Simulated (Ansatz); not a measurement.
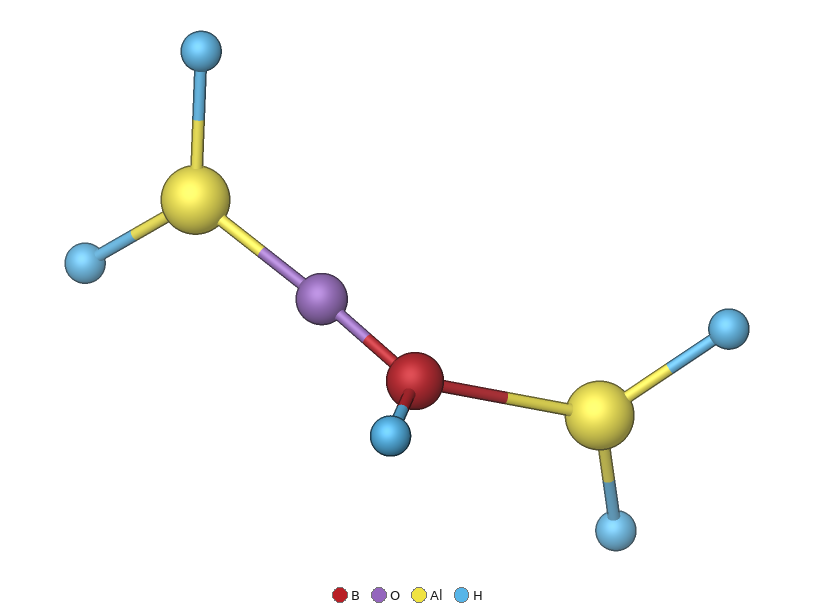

Rendered structure (ball-and-stick style). Every bond is drawn as one stick, whatever its order.

Which formula does it have?

Al₂BH₅O, 9 atoms: 2 aluminium, 1 boron, 5 hydrogen and 1 oxygen.

Count the bonded pairs by element.

4 Al–H, 1 B–O, 1 Al–O, 1 Al–B, 1 B–H. Sticks follow a distance rule.

The parts below concern this one geometry. Atoms keep their numbers from picture to picture. The geometry was computed by an optimisation with PBE0-D4/def2-TZVP. No frequency run is at hand to confirm it as a minimum.

**Dipole moment**

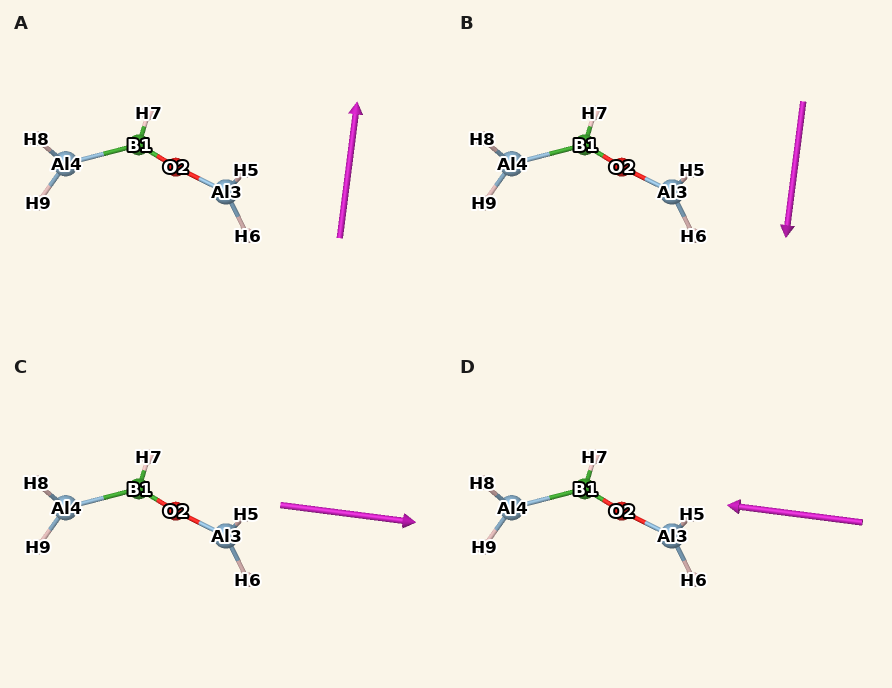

The same molecule four times, each with an arrow. No frequency run is at hand to confirm it as a minimum. Method: RKS PBE0-D4/def2-TZVP (Ansatz 0.2.0).

Which arrow points along the dipole moment, from the negative to the positive end?

C. The dipole moment is 1.68 D; it points from the side of H8, H9 to the side of H5, H6 (the outermost atoms at the two ends).

**Electronic properties**

No frequency run is at hand to confirm it as a minimum. Level of theory: RKS PBE0-D4/def2-TZVPP (Ansatz 0.2.0).

What does the calculation give?

- HOMO energy (Kohn–Sham orbital): −6.51 eV
- LUMO energy (Kohn–Sham orbital): −1.57 eV
- HOMO–LUMO gap: 4.94 eV
- dispersion correction: −12.6 kJ/mol

**Charges**

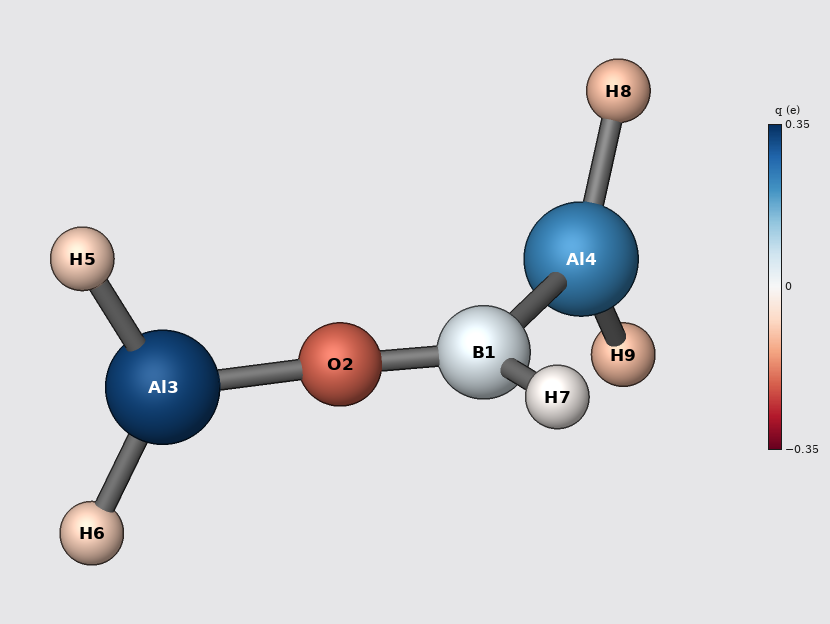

Atoms are coloured by their Mulliken charges. No frequency run is at hand to confirm it as a minimum. Method: RKS PBE0-D4/def2-TZVP (Ansatz 0.2.0).

Give the Mulliken charges atom by atom.

| atom | value (e) |
| --- | --- |
| B1 | 0.04 |
| O2 | −0.20 |
| Al3 | 0.32 |
| Al4 | 0.23 |
| H5 | −0.08 |
| H6 | −0.08 |
| H7 | −0.01 |
| H8 | −0.11 |
| H9 | −0.11 |

Mulliken values depend strongly on the basis set and can even reverse the polarity of a bond.
